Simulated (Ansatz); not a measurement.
Input

```
crystal:
  periodic: [false, false, false]
  atoms:
    - {symbol: C, position_ang: [-0.131220, -0.057510, 0.054000]}
    - {symbol: Al, position_ang: [1.572690, 0.689240, -0.647230]}
    - {symbol: H, position_ang: [-0.230740, -1.127460, -0.171770]}
    - {symbol: H, position_ang: [-0.205100, 0.049890, 1.144270]}
    - {symbol: H, position_ang: [-1.005630, 0.445840, -0.379270]}
basis:
  gaussian: {orbitals: def2-SVP}
accuracy: high
hamiltonian: {xc: hf}
output: {forces: true, orbitals: {seedname: orbitals}}
```

Launched as:

```sh
ansatz run in.yaml --threads 1 --pin off --max-ram 3480MiB --events-out events.jsonl --progress --plain --runs-dir runs
```

Geometry: PBE0-D4/def2-TZVP.

The calculation used isolated molecule in a Gaussian basis; Hartree-Fock (Ansatz 0.2.0).

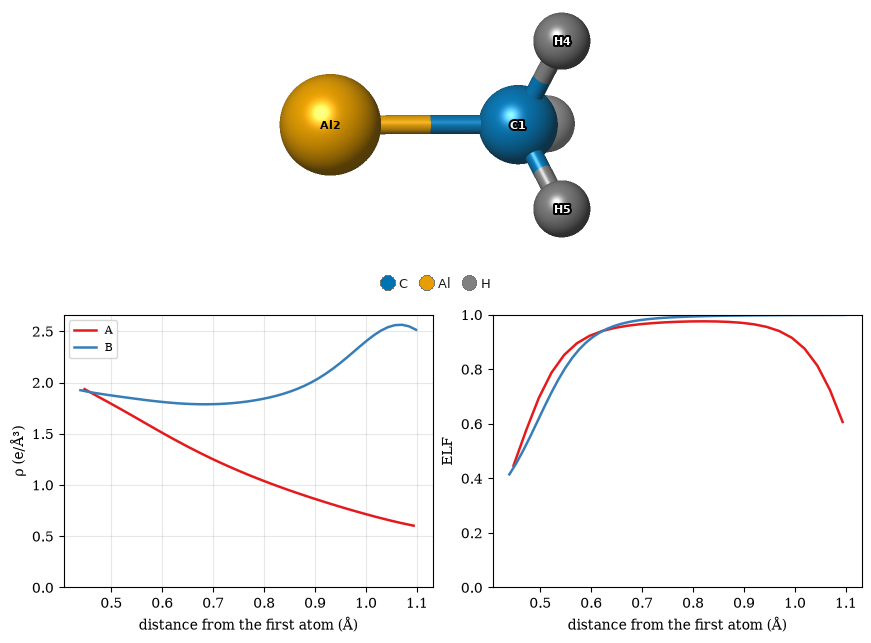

CH$_{3}$Al (SMILES C[Al]). Total electron density and electron localisation function along straight lines between neighbouring atoms. The curves leave out the atomic cores. The structure is drawn too.

Which curve belongs to which contact (C–Al and C–H)? The first atom named is at distance zero.

Curve A: C–Al (1.99 Å): the density is about 0.72 e/Å³ at the midpoint; the ELF peaks at about 1 between the atoms, as expected for a polar covalent bond. Curve B: C–H (1.10 Å): ρ at the midpoint is about 1.8 e/Å³; the ELF climbs to about 1 towards the hydrogen, as it does in any bond to H: an ordinary covalent bond to hydrogen.
